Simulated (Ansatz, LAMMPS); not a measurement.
# An extra electron or hole in a frame of aqueous Cd2+ and SO4 2-, 1.1 mol of salt per kg of water from 280 K (327 atoms), part 2 of 3

Does an extra electron or hole in a frame of aqueous Cd2+ and SO4 2-, 1.1 mol of salt per kg of water from 280 K (327 atoms) stay spread out, or do the atoms trap it?

Ansatz 0.2.0; Kohn-Sham DFT, PBEsol, PAW (set soft_2), plane waves.

The cell: 113 O, 2 S, 210 H and 2 Cd. The network of contacts between molecules at the start is that of the classical potential that made the cell. Sampling is at Γ alone, for a cell whose shortest periodic width is 15 Å. The liquid is relaxed first.

So far. Step 2 (Single point at the start): The r.m.s. force at the start is 0.67 eV/Å. Step 3 (Relaxation): The relaxation converged after 60 steps, 25.3 eV below its start, with a largest force component of 0.053 eV/Å.

## 4. Single point at the relaxed geometry

The electronic structure is read at the final geometry, in a run of its own.

Input file input.yaml:

```yaml
crystal:
  lattice:
    - [14.66679, 0.0, 0.0]
    - [0.0, 14.66679, 0.0]
    - [0.0, 0.0, 14.66679]
  atoms:
    - { symbol: O, position: [0.33035, 0.91469, 0.31882] }
    - { symbol: S, position: [0.26412, 0.87495, 0.25431] }
    - { symbol: O, position: [0.17368, 0.92005, 0.2615] }
    - { symbol: O, position: [0.2513, 0.77408, 0.28082] }
    - { symbol: O, position: [0.30013, 0.87803, 0.15968] }
    - { symbol: O, position: [0.21525, 0.48152, 0.86196] }
    [... 315 atom lines left out ...]
    - { symbol: H, position: [0.68396, 0.36012, 0.88657] }
    - { symbol: O, position: [0.28848, 0.50233, 0.13406] }
    - { symbol: H, position: [0.32035, 0.50896, 0.07514] }
    - { symbol: H, position: [0.33318, 0.50066, 0.18835] }
    - { symbol: Cd, position: [0.47036, 0.44612, 0.71459] }
    - { symbol: Cd, position: [0.27895, 0.84474, 0.97401] }
kpoints:
  mp_grid: { grid: [1, 1, 1] }
hamiltonian:
  xc: pbesol
scf:
  occupations: { method: fixed }
output:
  forces: true
  stress: true
  populations: true
  dos:
    method: { smearing: { sigma: 0.1 } }
    de: 0.1
    projected: { site_lists: { Cd: [Cd], H: [H], O: [O], S: [S] } }
  eigenvalues: true
  write_density: true
  write_potential: true
  volumetric_format: npy
  elf: true
```

Command:

```console
ansatz run input.yaml --threads 4 --pin off --max-ram 15872MiB --backend cpu --events-out ev --progress --plain --runs-dir out
```

Numbers of over 12 decimals in the logs are rounded to 6 here.

Log:

```text
[...]
Crystal: 327 atoms, lattice volume = 3155.043 Å³
Basis set: ecut = 420 eV, 61565 PW (Γ), exchange–correlation on 200×200×200 points (8 copies of the dense FFT grid, shifted against one another)
Bands: 797, of which v1, the nominal top of the filled ones, is band 470 counted from 1 (469 counted from 0)
Symmetry: 1 space group operations
[...]
k-points: 1
[...]
SCF iter   1: F=—  HF=-84865.198908 eV  |F-HF|=—  |Δ(HF+E_count)|=         —  Δρ=6.59e-3  dr2=1.06e0  ethr=1.77e-3  ⟨swp⟩=4.0  Hψ=3001  notcnv=0  defer=325
[...]
SCF iter  10: F=-84864.813520 eV  HF=-84864.813520 eV  |F-HF|=1.69e-8  |Δ(HF+E_count)|=   1.45e-7  Δρ=1.57e-6  dr2=6.70e-8  ethr=1.06e-11  ⟨swp⟩=22.0  Hψ=7967  notcnv=0
SCF 1 converged in 10 iterations: F = -84864.813520 eV  dr2 = 6.70e-8
[...]
WARN: The input density's exchange-correlation potential varies sharply where the density is thin. Do not read a vacuum level from v_tot or v_xc, or from such a field of the output density. On a cell that repeats whose density bears no net charge and no dipole along the vacuum's axis use v_es (v_loc + v_h of the components); [...]
SCF converged after 10 iterations
Free energy (F): -84864.813520 eV
[...]
Internal energy: -84864.813520 eV  (E = F + TS)
E sigma→0 (E₀):  -84864.813520 eV
Fermi energy:    -1.818358 eV
[...]
--- Forces (eV/Å), atoms counted from 1 ---
  atom   1  O      0.00813156     0.00735156     0.02188497
  atom   2  S     -0.01080201    -0.00180090    -0.03859951
  atom   3  O      0.00127732     0.00720348    -0.00863839
  atom   4  O      0.00731372    -0.01357372     0.00741098
  atom   5  O      0.00224701     0.00110264     0.01080611
  atom   6  O     -0.00997461    -0.00307070    -0.01886837
  atom   7  S      0.03614670    -0.04205717     0.00441661
  atom   8  O     -0.02438248    -0.00992753     0.02591332
  atom   9  O      0.00629913     0.00859287    -0.03056334
  atom  10  O     -0.02271188     0.02241736     0.01519362
  atom  11  O      0.00542296     0.00234948     0.00967533
  atom  12  H     -0.00321928     0.00201797    -0.00535421
  atom  13  H     -0.00218619    -0.00057080    -0.00409409
  atom  14  O      0.00022493     0.00222161     0.00322027
[...]
atom 326  Cd     0.00919036     0.00630741    -0.00713127
  atom 327  Cd     0.00264479     0.00124791    -0.00175945
  max |Σ_I F_I| component: 4.96e-5 eV/Å
--- Stress (GPa, compression-positive) ---
       -0.368434       0.132727       0.049074
        0.132727      -0.263951      -0.080966
        0.049074      -0.080966      -0.495659
  P = ⅓ Tr σ = -0.3760 GPa (-3.760 kbar)
--- Band table (eV) ---
[...]
--- Löwdin populations: 327 sites ---
  site symbol       q [e]
     0      O      6.7848
     1      S      3.5553
     2      O      6.7801
[...]
326     Cd     18.5022
  spilling = 0.010536 (of n_electrons = 940.000000)
```

It took 80 s on 4 threads of AMD EPYC 9R14 (Zen 4), shared host; peak memory 5.9 GiB.

The program notes that the exchange-correlation potential is rough where the density is thin.

Read from the output:

| Item | Value |
| --- | --- |
| free energy | -84864.8135 eV |
| free energy per atom | -259.5254 eV/atom |
| SCF cycles | 10 |
| pressure | -0.376 GPa |
| r.m.s. force component | 0.00667 eV/Å |
| longest force | 0.06468 eV/Å |
| Fermi energy | -1.818 eV |
| gap (highest filled to lowest empty level) | 4.559 eV |
| spilling of the projection | 0.01054 |

Löwdin charges by element and coordination (they lack the spilled electrons, 0.030 e an atom on average):

| element | coordination | atoms | mean charge (e) | spread | least | most |
| --- | --- | --- | --- | --- | --- | --- |
| Cd | all | 2 | 1.49 | 0.0031 | 1.49 | 1.50 |
| H | all | 210 | 0.382 | 0.0095 | 0.360 | 0.421 |
| O | all | 113 | -0.692 | 0.0358 | -0.825 | -0.646 |
| O | 1 | 7 | -0.777 | 0.0141 | -0.805 | -0.761 |
| O | 2 | 97 | -0.680 | 0.0205 | -0.825 | -0.646 |
| O | 3 | 9 | -0.755 | 0.0152 | -0.775 | -0.730 |
| S | all | 2 | 2.45 | 0.0043 | 2.44 | 2.45 |

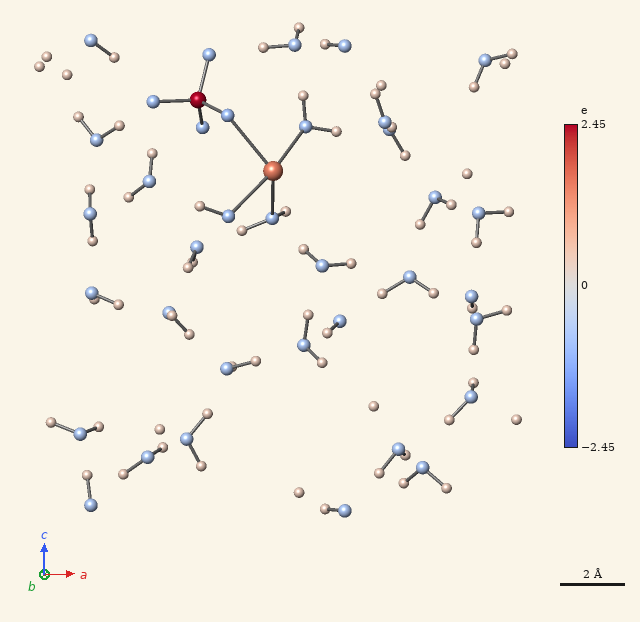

Atoms coloured by Löwdin charge. Drawn is a slice 4 Å thick, seen along the normal of the ac plane. Bonds to atoms that aren't drawn are left out.

States in the cell by windows of 1 eV, zero at the Fermi level; the larger projections on atomic orbitals stand beside the total:

| from (eV) | to (eV) | total | O p | H s | O s |
| --- | --- | --- | --- | --- | --- |
| -18 | -17 | 39.1 | 1.0 | 6.9 | 30.4 |
| -17 | -10 | 0.0 | 0.0 | 0.0 | 0.0 |
| -10 | -9 | 1.0 | 0.5 | 0.1 | 0.3 |
| -9 | -8 | 3.0 | 1.3 | 0.3 | 0.9 |
| -8 | -7 | 49.3 | 33.7 | 13.9 | 0.3 |
| -7 | -6 | 157.4 | 105.9 | 42.2 | 1.0 |
| -6 | -5 | 36.4 | 18.3 | 4.7 | 1.7 |
| -5 | -4 | 57.4 | 42.6 | 6.6 | 5.9 |
| -4 | -3 | 69.3 | 55.5 | 5.4 | 6.7 |
| -3 | -2 | 84.4 | 73.5 | 3.2 | 5.6 |
| -2 | -1 | 130.2 | 126.3 | 0.9 | 1.0 |
| -1 | 0 | 108.9 | 106.8 | 0.4 | 0.2 |
| 0 | 1 | 0.6 | 0.6 | 0.0 | 0.0 |
| 1 | 4 | 0.0 | 0.0 | 0.0 | 0.0 |
| 4 | 5 | 2.0 | 0.1 | 1.0 | 0.5 |

With fixed occupations the program's Fermi level is the highest filled level; weight inside the gap is the broadening of levels at its edges.

Between -26 and -18 eV lie 187 more states.

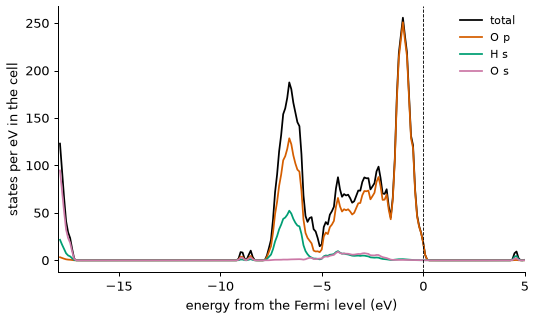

Total and projected density of states, with the broadening of the input.

The levels nearest the highest filled one (over half full), pooled over k-points and spins:

| level less the highest filled one (eV) | occupation |
| --- | --- |
| -0.298 | 2 |
| -0.283 | 2 |
| -0.183 | 2 |
| -0.166 | 2 |
| -0.0787 | 2 |
| 0 | 2 |
| 4.56 | 0 |
| 5.19 | 0 |
| 5.39 | 0 |
| 5.60 | 0 |
| 5.72 | 0 |
| 5.77 | 0 |

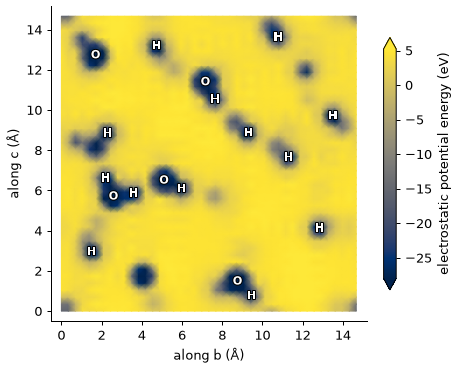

Electrostatic potential energy in the bc plane at fractional x = 0.152, with atoms of H and O within 0.2 Å of it. With pseudopotentials it is smooth inside the atoms' cores, unlike the true potential. The map starts off the cell's origin, so that atoms lie inside it.

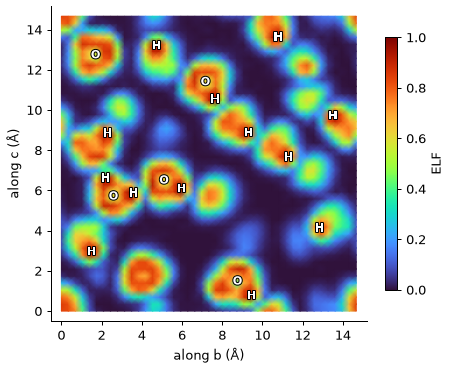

ELF in the bc plane at fractional x = 0.152, with atoms of H and O within 0.2 Å of it. It is the smooth field of the valence electrons, not physical close to the nuclei. The map starts off the cell's origin, so that atoms lie inside it.

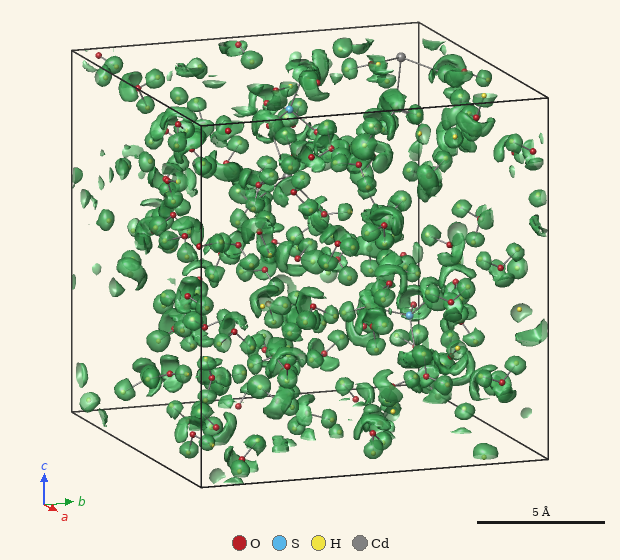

Surface of ELF = 0.85. Bonds to atoms that aren't drawn are left out.

Filled and empty levels are parted by 4.56 eV (at Γ alone); a semilocal functional tends to put such gaps too low. In a disordered cell it changes from sample to sample and from frame to frame. Mean Löwdin charges: Cd +1.49, H +0.38, O -0.69, S +2.45 e (they miss 1.1 % of the electrons, so they add up to more than the cell's charge). The largest share in the top eV of filled states is O p (99 % of the projected weight), and in the lowest eV of empty states H s (42 % of the projected weight).

## 5. An extra electron, atoms held

The electron count changes by one with the atoms held: a vertical process, on a uniform background, with spin and a narrow Fermi–Dirac smearing. Its energy against the neutral cell hangs on the program's zero of potential.

Input file input.yaml:

```yaml
crystal:
  lattice:
    - [14.66679, 0.0, 0.0]
    - [0.0, 14.66679, 0.0]
    - [0.0, 0.0, 14.66679]
  atoms:
    [... the 327 atom lines of step 4 ...]
total_charge: -1
kpoints:
  mp_grid: { grid: [1, 1, 1] }
hamiltonian:
  xc: pbesol
scf:
  occupations: { method: fermi_dirac, width: 0.01 }
  lower_state_search: "off"
output:
  forces: true
  stress: true
  populations: true
  dos:
    method: { smearing: { sigma: 0.15 } }
    de: 0.1
    projected: { site_lists: { Cd: [Cd], H: [H], O: [O], S: [S] } }
  eigenvalues: true
  write_density: true
  write_potential: true
  volumetric_format: npy
magnetization:
  spin_polarized: true
  initial_magnetization: 1
```

Log:

```text
[...]
Crystal: 327 atoms, lattice volume = 3155.043 Å³
Basis set: ecut = 420 eV, 61565 PW (Γ), exchange–correlation on 200×200×200 points (8 copies of the dense FFT grid, shifted against one another)
Bands: 798, of which v1, the nominal top of the filled ones, is band 471 counted from 1 (470 counted from 0)
Symmetry: 1 space group operations
[...]
k-points: 1
[... 12 lines on functional and potentials left out ...]
Starting moments: Σ|m| = 1 μB on 327 of 327 sites
[...]
SCF iter   1: F=—  HF=-84983.586529 eV  |F-HF|=—  |Δ(HF+E_count)|=         —  Δρ=5.59e-2 (↑5.52e-2 ↓5.59e-2)  dr2=4.54e2  dr2_m=5.17e-1  M=1.000 μB ∫|m|=1.046 μB  β_m=1.00  ethr=3.10e-3  ⟨swp⟩=6.0  Hψ=7540  notcnv=0  defer=483
[...]
spin=Collinear: Resta preconditioning applied to the charge; magnetization (m = ρ↑ − ρ↓) channel mixes plain (no charge-response kernel on spin).
SCF iter   2: F=—  HF=-84886.901553 eV  |F-HF|=—  |Δ(HF+E_count)|=         —  Δρ=2.88e-2 (↑2.73e-2 ↓2.88e-2)  dr2=9.01e1  dr2_m=4.43e-1  M=0.608 μB ∫|m|=1.092 μB  β_m=0.30  ethr=3.10e-3  ⟨swp⟩=3.0  Hψ=3159  notcnv=0  defer=638
[...]
SCF iter   7: F=—  HF=-84862.026530 eV  |F-HF|=—  |Δ(HF+E_count)|=   7.24e-2  Δρ=1.05e-3 (↑1.05e-3 ↓9.73e-4)  dr2=3.49e-2  dr2_m=1.81e-2  M=0.189 μB ∫|m|=0.234 μB  β_m=0.30  ethr=1.55e-5  ⟨swp⟩=4.0  Hψ=1803  notcnv=0  defer=638
[...]
spin-set hold released at iteration 7 (site moments contracting): the magnetisation degrees of freedom join the quasi-Newton model from the next iteration; the mixer history was flushed
SCF iter   8: F=—  HF=-84862.047507 eV  |F-HF|=—  |Δ(HF+E_count)|=   2.10e-2  Δρ=7.58e-4 (↑7.58e-4 ↓7.24e-4)  dr2=1.85e-2  dr2_m=9.87e-3  M=0.160 μB ∫|m|=0.197 μB  β_m=0.65  ethr=3.71e-6  ⟨swp⟩=3.0  Hψ=1327  notcnv=0  defer=638
SCF iter   9: F=—  HF=-84862.084072 eV  |F-HF|=—  |Δ(HF+E_count)|=   3.66e-2  Δρ=1.16e-4 (↑1.16e-4 ↓7.69e-5)  dr2=1.06e-3  dr2_m=7.37e-5  M=0.049 μB ∫|m|=0.061 μB  β_m=0.68  ethr=1.97e-6  ⟨swp⟩=4.0  Hψ=2047  notcnv=0  defer=638
[...]
SCF iter  15: F=-84862.080756 eV  HF=-84862.080756 eV  |F-HF|=1.58e-8  |Δ(HF+E_count)|=   1.89e-7  Δρ=5.14e-7 (↑5.14e-7 ↓4.83e-7)  dr2=1.68e-8  dr2_m=2.88e-9  M=0.001 μB ∫|m|=0.001 μB  β_m=0.70  ethr=1.06e-11  ⟨swp⟩=10.0  Hψ=8800  notcnv=0
SCF iter  16: F=-84862.080756 eV  HF=-84862.080756 eV  |F-HF|=1.60e-9  |Δ(HF+E_count)|=   2.63e-8  Δρ=2.23e-7 (↑2.19e-7 ↓2.23e-7)  dr2=3.32e-9  dr2_m=5.85e-10  M=0.000 μB ∫|m|=0.000 μB  ethr=1.78e-12  ⟨swp⟩=5.5  Hψ=7474  notcnv=0
WARN: the starting moments were not kept: the SCF closed with an absolute magnetisation of 3.2e-4 μB, where they sum to 1 μB in size (327 sites). That is at most 0.1 of that sum. Measured as dr2_m measures the in/out step, that magnetisation stands 2.5e-10 eV from none, [...]
SCF 1 converged in 16 iterations: F = -84862.080756 eV  dr2 = 3.32e-9
[...]
SCF converged after 16 iterations
Magnetization: 0.0003 μB (470.5001 up, 470.4999 down)
Absolute magnetization: 0.0003 μB (∫|ρ↑−ρ↓|, with the PAW one-centre terms)
[...]
Per-site moments (μB) at R_I (Å): [(-1.301417502392203e-6, 0.608841), (5.71455647592988e-7, 0.608841), (-1.7233748156839748e-7, 0.612972), (7.84069955443798e-8, 0.635742), (-2.0929561570932636e-7, 0.612851), [...]
Free energy (F): -84862.080756 eV
[...]
Internal energy: -84862.066893 eV  (E = F + TS)
E sigma→0 (E₀):  -84862.073825 eV
Entropy (-TS):   -0.013863 eV (-0.042 meV/atom)
Fermi energy:    2.745775 eV
[...]
Σ components = -84862.080756   (vs F -84862.080756, Δ=0.00e0)
--- Forces (eV/Å), atoms counted from 1 ---
  atom   1  O      0.05557735     0.04408010     0.10025680
  atom   2  S     -0.01114454    -0.00684094    -0.13895133
  atom   3  O     -0.02826041     0.02503128     0.02701207
  atom   4  O      0.00934295    -0.03953476     0.04263401
[...]
atom 327  Cd    -0.02341656    -0.05058439    -0.01060474
  max |Σ_I F_I| component: 2.59e-5 eV/Å
--- Stress (GPa, compression-positive) ---
       -0.233852       0.135370       0.058043
        0.135370      -0.137261      -0.074584
        0.058043      -0.074584      -0.368856
  P = ⅓ Tr σ = -0.2467 GPa (-2.467 kbar)
--- Band table (eV) ---
[...]
--- Löwdin populations: 327 sites ---
  site symbol       q [e]    m [muB]
     0      O      6.7878    -0.0000
     1      S      3.5586     0.0000
     2      O      6.7815    -0.0000
[...]
326     Cd     18.5530     0.0000
  spilling = 0.010611 (of n_electrons = 941.000000)
```

Wall time 3.6 min (4 threads); peak memory 10 GiB; 14 min of CPU time.

The program notes that starting moments were not kept.

An extra electron, atoms held: the energy stands 2.73 eV above that of the reference. An odd electron should give 1 μB; this run ended with the carrier shared between both spins.

The levels nearest the highest filled one (over half full), pooled over k-points and spins:

| level less the highest filled one (eV) | occupation |
| --- | --- |
| -4.55 | 1 |
| -4.55 | 1 |
| 0 | 0.5 |
| 0 | 0.5 |
| 0.690 | 0 |
| 0.690 | 0 |
| 0.859 | 0 |
| 0.859 | 0 |

## 6. An extra electron, atoms relaxed

The atoms now respond to the charge; the energy gained comes from screening by the atoms, from trapping if the charge localises, and from any strain left in the reference.

input.yaml, the sections that differ from step 5:

```yaml
output:
  forces: true
relax:
  f_tol: 0.05
  max_steps: 90
# crystal, total_charge, kpoints, hamiltonian, scf, magnetization: as in step 5
```

Log:

```text
[...]
Crystal: 327 atoms, lattice volume = 3155.043 Å³
Basis set: ecut = 420 eV, 61565 PW (Γ), exchange–correlation on 200×200×200 points (8 copies of the dense FFT grid, shifted against one another)
Bands: 798, of which v1, the nominal top of the filled ones, is band 471 counted from 1 (470 counted from 0)
Symmetry: 1 space group operations
[...]
k-points: 1
[...]
Starting moments: Σ|m| = 1 μB on 327 of 327 sites
[...]
SCF iter   1: F=—  HF=-84983.586527 eV  |F-HF|=—  |Δ(HF+E_count)|=         —  Δρ=5.59e-2 (↑5.52e-2 ↓5.59e-2)  dr2=4.54e2  dr2_m=5.17e-1  M=1.000 μB ∫|m|=1.046 μB  β_m=1.00  ethr=3.10e-3  ⟨swp⟩=6.0  Hψ=7540  notcnv=0  defer=483
[...]
SCF iter  12: F=-84862.080751 eV  HF=-84862.080748 eV  |F-HF|=3.69e-6  |Δ(HF+E_count)|=   5.82e-5  Δρ=8.62e-6 (↑8.25e-6 ↓8.62e-6)  dr2=6.78e-6  dr2_m=4.35e-7  M=0.006 μB ∫|m|=0.008 μB  ethr=2.96e-9  ⟨swp⟩=3.0  Hψ=3470  notcnv=0
[...]
SCF 1 converged in 12 iterations: F = -84862.080751 eV  dr2 = 6.78e-6
[...]
relax step   1: F+E_penalty+E_count = -84862.08075133 eV  Δ(F+E_penalty+E_count) = +0.000e0 eV  max|allowed force component| = 1.398e-1 eV/Å  Δτ_max = 0.0000 Å  (12 SCF iters, dr2 threshold 6.25e-5 eV, accepted)
[...]
relax step   2: F+E_penalty+E_count = -84862.10178950 eV  Δ(F+E_penalty+E_count) = -2.104e-2 eV  max|allowed force component| = 1.237e-1 eV/Å  Δτ_max = 0.0679 Å  (10 SCF iters, accepted)
[...]
relax step   3: F+E_penalty+E_count = -84862.11165211 eV  Δ(F+E_penalty+E_count) = -9.863e-3 eV  max|allowed force component| = 1.481e-1 eV/Å  Δτ_max = 0.0378 Å  (9 SCF iters, accepted)
[...]
relax step   4: F+E_penalty+E_count = -84862.11600787 eV  Δ(F+E_penalty+E_count) = -4.356e-3 eV  max|allowed force component| = 6.459e-2 eV/Å  Δτ_max = 0.0174 Å  (6 SCF iters, dr2 threshold 1.72e-5 eV, accepted)
[...]
relax step   5: F+E_penalty+E_count = -84862.11857639 eV  Δ(F+E_penalty+E_count) = -2.569e-3 eV  max|allowed force component| = 4.224e-2 eV/Å  Δτ_max = 0.0222 Å  (8 SCF iters, accepted)
SCF converged after 8 iterations
Magnetization: -0.0000 μB (470.5000 up, 470.5000 down)
Absolute magnetization: 0.0000 μB (∫|ρ↑−ρ↓|, with the PAW one-centre terms)
[...]
Per-site moments (μB) at R_I (Å): [(-1.55774377351109e-8, 0.609937), (-1.7762995354510298e-8, 0.609937), (-5.1584417220626656e-8, 0.613427), (-2.272907434587291e-8, 0.636409), (-1.5080068402597766e-8, 0.612025), [...]
Free energy (F): -84862.118576 eV
[...]
Internal energy: -84862.104713 eV  (E = F + TS)
E sigma→0 (E₀):  -84862.111645 eV
Entropy (-TS):   -0.013863 eV (-0.042 meV/atom)
Fermi energy:    2.679375 eV
[...]
--- Forces (eV/Å), atoms counted from 1 ---
  atom   1  O     -0.01202153    -0.00836594     0.01219472
  atom   2  S      0.02743824    -0.00169685    -0.04224394
  atom   3  O      0.00260615     0.00151840     0.00634276
  atom   4  O      0.00301164     0.00746573     0.00441642
  atom   5  O     -0.02490683    -0.00478167     0.03385412
  atom   6  O      0.01046768     0.00631471    -0.00178077
  atom   7  S      0.00977581    -0.00628096    -0.01520683
  atom   8  O      0.00325374     0.00672001    -0.00216475
  atom   9  O     -0.00012265     0.00460204    -0.00400759
  atom  10  O     -0.02457459     0.00271770     0.02280322
  atom  11  O      0.00479124     0.00446570     0.00775671
  atom  12  H     -0.00432297     0.00136777    -0.00412745
  atom  13  H      0.00013020     0.00127359     0.00012573
  atom  14  O     -0.00237639     0.00032569    -0.00082931
[...]
atom 326  Cd    -0.00407054    -0.00326654     0.00370421
  atom 327  Cd     0.00075720     0.00260031    -0.01506631
  max |Σ_I F_I| component: 3.34e-5 eV/Å
--- Relaxed structure (5 steps of the walk, 5 accepted, 0 SCFs on fresh bases) ---
  F+E_penalty+E_count = -84862.11857639 eV   max|allowed force component| = 4.224e-2 eV/Å
  atoms:
    - { symbol: O, position: [0.330227, 0.915123, 0.323092] }
    - { symbol: S, position: [0.264436, 0.876427, 0.257228] }
    - { symbol: O, position: [0.174042, 0.921818, 0.264223] }
    - { symbol: O, position: [0.251082, 0.775189, 0.282478] }
[...]
- { symbol: Cd, position: [0.277881, 0.843344, 0.971338788732] }
```

It took 6.3 min on 4 threads; peak memory 10 GiB.

The relaxation converged after 5 steps, 0.0378 eV below its start, with a largest force component of 0.042 eV/Å.

An extra electron, atoms relaxed: the energy stands 2.69 eV above that of the reference. An odd electron should give 1 μB; this run ended with the carrier shared between both spins.

(Part 2 of 3 ends here.)

[Logs are printed without paths, hosts, clocks, repeated set-up lines and the standing remarks that a program may print on its own settings, such as how far it seeks lower states.]

[Hosts, paths, dates, database ids (printed as entryN), source tags and the programs' standing remarks are cut or masked in the printed files.]
